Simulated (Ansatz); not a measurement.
Ag (fcc, Cu type), conventional cell a = b = c = 4.0548 Å, α = β = γ = 90.00°. The calculation uses the primitive cell of 1 atom, to which meshes and values per cell refer.

Equation-of-state scan: isotropic scaling of the cell above, V₀ being its volume. Symmetry pins the atoms to their sites.

All values below come from PBEsol (plane waves to 420 eV, PAW, scalar-relativistic; Ansatz, a program for electronic structure). k mesh 20×20×20 (Γ-centred), Fermi-Dirac smearing 0.05 eV. Energies are smeared free energies. Ag was relaxed with its symmetry unable to fall. The PAW data are Ansatz's earlier set. ΔE is measured from the relaxed starting cell.

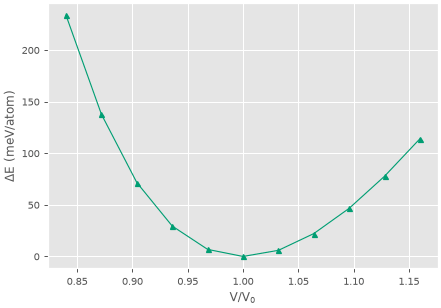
*ΔE (meV/atom) against V/V₀; one marker a computed point.*

### Question
What is ΔE at V/V₀ = 0.840?

### Answer
About 230 meV/atom.

### Question
What is ΔE at V/V₀ = 1.160?

### Answer
About 110 meV/atom.

### Question
What bulk modulus B₀ follows from a third-order Birch-Murnaghan fit?

### Answer
About 120 GPa.

(Under strain, the slope of the energy per volume gives the stress and its curvature an elastic modulus.)
